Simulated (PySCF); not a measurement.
## C₃H₈F₂Si: core-level calculation

- system: C₃H₈F₂Si
- method: delta-SCF UKS SCAN, pcX-2 on the ionised atom, pcseg-1 elsewhere, spin-free X2C (PySCF 2.14.0)

Figures and captions count atoms from 1; the log counts them from 0 in places.

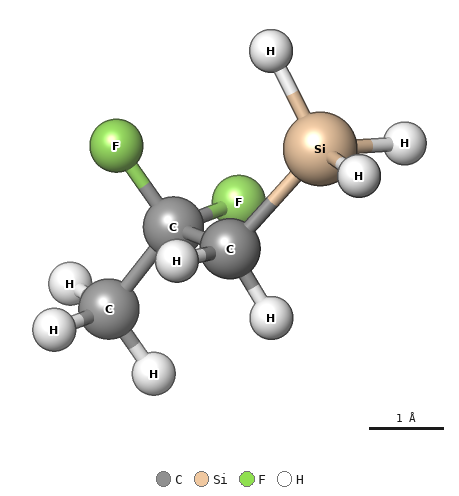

The input geometry (ball-and-stick view, seen at a tilt). Bond lengths as drawn: C–C 1.51 Å, C–F 1.36 to 1.37 Å, C–H 1.10 Å, C–Si 1.90 Å and H–Si 1.49 to 1.50 Å.

**Summary**

| quantity | value |
| --- | --- |
| outcome | converged |
| hardware | 1 CPU thread, shared host |
| wall time | 32 s |
| peak memory | 0.66 GiB |

**Input**
```
{"job": {"kind": "xps", "holes": 5}, "charge": 0, "multiplicity": 1}
C     -0.005950     0.320093     0.749633
C      0.981749     1.317732     1.300527
C      0.163113    -0.039847    -0.711229
Si    -0.982085    -1.423880    -1.324748
F      0.068536    -0.822070     1.497288
F     -1.265726     0.807720     0.937090
H      0.927928     2.257452     0.734893
H      2.002062     0.916814     1.237949
H      0.737724     1.518645     2.352856
H      1.204466    -0.351481    -0.890120
H     -0.010299     0.864130    -1.316077
H     -0.813488    -1.520603    -2.807506
H     -0.604766    -2.734305    -0.720154
H     -2.409913    -1.122594    -1.019406
```

The first line tells a small driver script what to run in PySCF; the rest is the geometry in Å.

Launched with:
```bash
OMP_NUM_THREADS=1 python <driver script> task.json out
```

**What the program printed**
```
ground state, core basis on atom 0 (C), 159 functions
  cycle   1  E = -608.83948866  |g| = 7.03e-01
  cycle   2  E = -608.73085952  |g| = 1.07e+00
  cycle   3  E = -608.93028903  |g| = 1.29e-01
  cycle   4  E = -608.93346403  |g| = 3.94e-02
  cycle   5  E = -608.93382292  |g| = 7.77e-03
  cycle   6  E = -608.93383714  |g| = 4.57e-03
  cycle   7  E = -608.93384353  |g| = 8.63e-04
  cycle   8  E = -608.93384237  |g| = 3.90e-04
  E(ground) = -608.96311796 Eh
hole in C 1s of atom 0
  cycle   1  E = -597.52213583  |g| = 1.51e+00
  cycle   2  E = -590.25884128  |g| = 3.45e+00
[... 10 cycles left out ...]
  E(ion) = -598.10521338 Eh   <S^2> = 0.7727   hole on atom = 1.000   binding energy = 295.459 eV
ground state, core basis on atom 1 (C), 159 functions
[... 6 cycles left out ...]
  E(ground) = -608.95472501 Eh
hole in C 1s of atom 1
[... 11 cycles left out ...]
  E(ion) = -598.25003565 Eh   <S^2> = 0.7673   hole on atom = 1.000   binding energy = 291.289 eV
ground state, core basis on atom 2 (C), 159 functions
[... 6 cycles left out ...]
  E(ground) = -608.95573122 Eh
hole in C 1s of atom 2
[... 10 cycles left out ...]
  E(ion) = -598.27036309 Eh   <S^2> = 0.7676   hole on atom = 1.000   binding energy = 290.764 eV
ground state, core basis on atom 4 (F), 159 functions
[... 6 cycles left out ...]
  E(ground) = -609.00105058 Eh
hole in F 1s of atom 4
[... 10 cycles left out ...]
  E(ion) = -583.54218100 Eh   <S^2> = 0.7571   hole on atom = 1.000   binding energy = 692.771 eV
ground state, core basis on atom 5 (F), 159 functions
[... 6 cycles left out ...]
  E(ground) = -609.00133936 Eh
hole in F 1s of atom 5
  cycle   1  E = -582.61086629  |g| = 2.58e+00
  cycle   2  E = -582.42140526  |g| = 2.22e+00
  cycle   3  E = -583.41258861  |g| = 5.13e-01
  cycle   4  E = -583.44084009  |g| = 4.29e-01
  cycle   5  E = -583.50193685  |g| = 5.78e-02
  cycle   6  E = -583.50287265  |g| = 2.87e-02
  cycle   7  E = -583.50326271  |g| = 3.90e-03
  cycle   8  E = -583.50326870  |g| = 1.53e-03
  cycle   9  E = -583.50326979  |g| = 5.75e-04
  cycle  10  E = -583.50327020  |g| = 1.63e-04
  E(ion) = -583.54169960 Eh   <S^2> = 0.7570   hole on atom = 1.000   binding energy = 692.792 eV
```

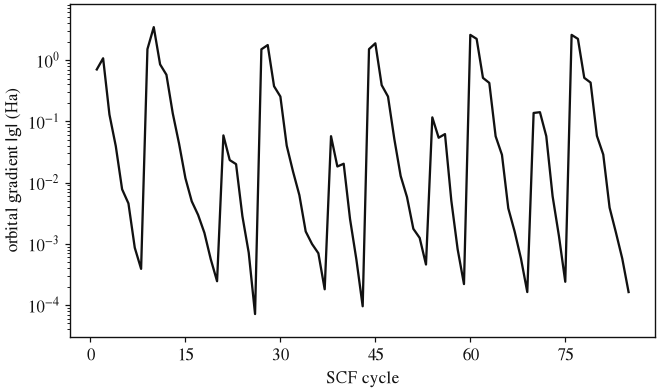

Convergence of the self-consistent field: orbital gradient |g| against the SCF cycle. All cycles printed in the log are drawn one after another.

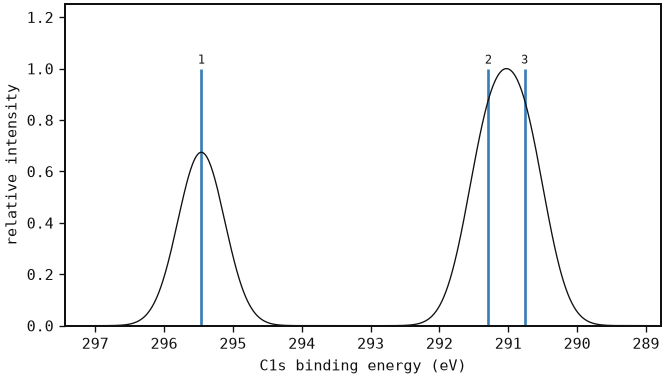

C1s binding energies by ΔSCF of the atoms computed, labelled by atom number, with a Gaussian envelope of 0.8 eV full width. They run from 290.76 eV (atom 3) to 295.46 eV (atom 1).
